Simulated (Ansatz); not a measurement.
AlF2H3Si (SMILES [F][Al]([F])[SiH3])

```yaml
atoms:
  - { symbol: Al, position_ang: [-2.3203, -0.7173, -1.2400] }
  - { symbol: F, position_ang: [-3.6797, 0.1337, -1.6760] }
  - { symbol: F, position_ang: [-1.6808, -1.7210, -2.3997] }
  - { symbol: Si, position_ang: [-1.3480, -0.4835, 0.9730] }
  - { symbol: H, position_ang: [-2.3584, -0.8475, 2.0104] }
  - { symbol: H, position_ang: [-0.1544, -1.3639, 1.1258] }
  - { symbol: H, position_ang: [-0.9385, 0.9350, 1.1972] }
```

Geometry: B3LYP-D3(BJ)/def2-SVP.

These are results of isolated molecule in a Gaussian basis; Kohn-Sham density functional theory, functional PBE0 in Ansatz, not measurements.

Q: What can the converged electron density and electron localisation function tell about the bonding?

A: Al–F (1.66 Å): ρ is about 0.89 e/Å³ halfway; the ELF peaks at about 0.85 in the valence shell of F, 0.6 Å from its nucleus, and is about 0.35 at the midpoint.
Al–Si (2.43 Å): the density is about 0.51 e/Å³ at the midpoint; the ELF peaks at about 1 between the atoms, as expected for a shared electron pair.
Si–H (1.49 Å): ρ at the midpoint is about 0.79 e/Å³; the ELF climbs to about 1 towards the hydrogen, as it does in any bond to H.

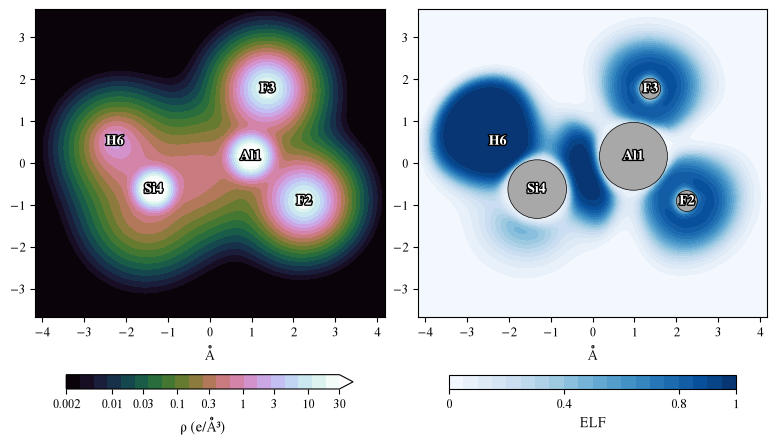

Computed electron density and electron localisation function on the plane of atoms Al1, Si4 and H6, in this order. Grey discs cover the atomic cores in the ELF map. 
